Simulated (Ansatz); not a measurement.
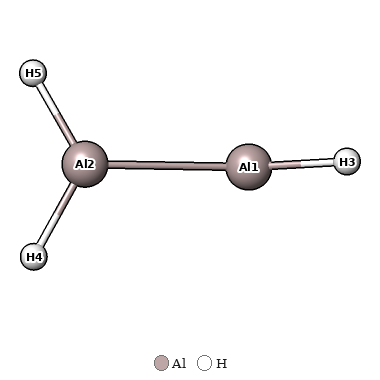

The system is Al₂H₃, SMILES [AlH][AlH2], spin multiplicity 2; the picture shows the reference structure. 
- First axis: bond length Al2–H5. Second axis: angle H5–Al2–Al1.
- Nothing is relaxed (all other coordinates rigid).
- The scan uses a 9 × 9 grid. At 7 points there is no value.
- Points are written as (first, second).
- Energies are in kJ/mol, from the relaxed molecule at the same level.
- Computed with UKS wB97M-V/def2-SVP (Ansatz 0.2.0).

Its coordinates:

```xyz
5

Al    0.6564   -1.2936    0.4759
Al   -0.3553    0.7905   -0.4324
H     0.8523   -2.2550    1.7276
H    -1.7066    0.6707   -1.2536
H     0.5533    2.0874   -0.5175
```

Range: bond length Al2–H5 from 1.395 to 1.982 Å; angle H5–Al2–Al1 from 93.1 to 143.1°.

**Predict the map.**

The lowest grid point is at (1.615 Å, 118.1°), 0.5 kJ/mol from the relaxed molecule at the same level. It is the only kind of minimum in the scanned range. The highest grid point, (1.982 Å, 143.1°), lies 84 kJ/mol above the lowest. Round the minimum the two coordinates are nearly uncoupled.

```tsv
angle H5–Al2–Al1 ↓, bond length Al2–H5 →	1.395	1.469	1.542	1.615	1.689	1.762	1.836	1.909	1.982
143.1	58	37	28	26	31	40	53	68	85
136.9	46	25	16	–	20	–	43	58	75
130.6	37	17	8	7	12	22	35	51	68
124.4	32	12	3	2	7	–	31	46	64
118.1	30	10	1	1	6	16	29	45	62
111.9	32	–	3	2	8	17	31	–	64
105.6	37	17	8	7	12	22	35	51	68
99.4	45	–	15	14	20	–	42	57	74
93.1	56	36	26	25	30	39	52	67	83
```

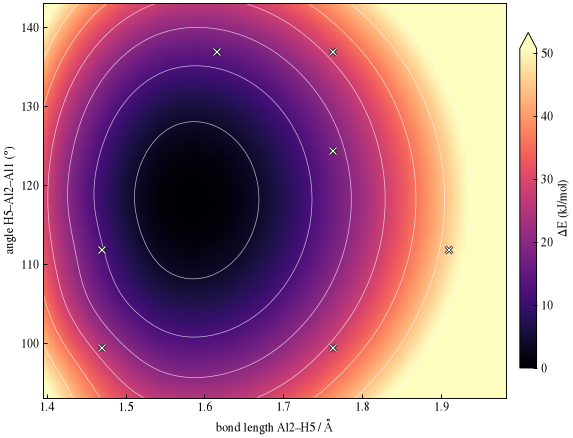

In the figure: a smooth colour map with a few white contour lines, crosses at grid points without a value, one colour for all values above the top of the scale. Between grid points the surface is interpolated.

Each point was launched as `ansatz run input.yaml --threads 1 --pin off --max-ram 2560MiB --backend cpu --events-out ev --progress --plain --runs-dir out`. The whole map (74 points run) took 19 min on 1 thread of Arm Neoverse V1, on a shared host.
